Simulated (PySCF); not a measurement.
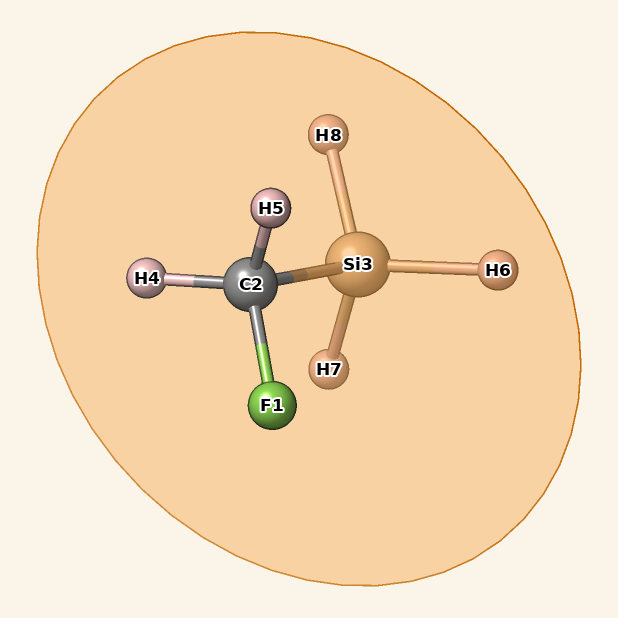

A disc through the centre of mass is drawn in. Distant atoms are faded towards the background colour. Computed geometry: PBE0-D3(BJ)/def2-TZVP optimisation. No frequency run is at hand to confirm it as a minimum.

**Is the plane of the disc a mirror plane of the structure?**

No. The point group is Cs, with 1 mirror plane, and this plane isn't one of its mirror planes.
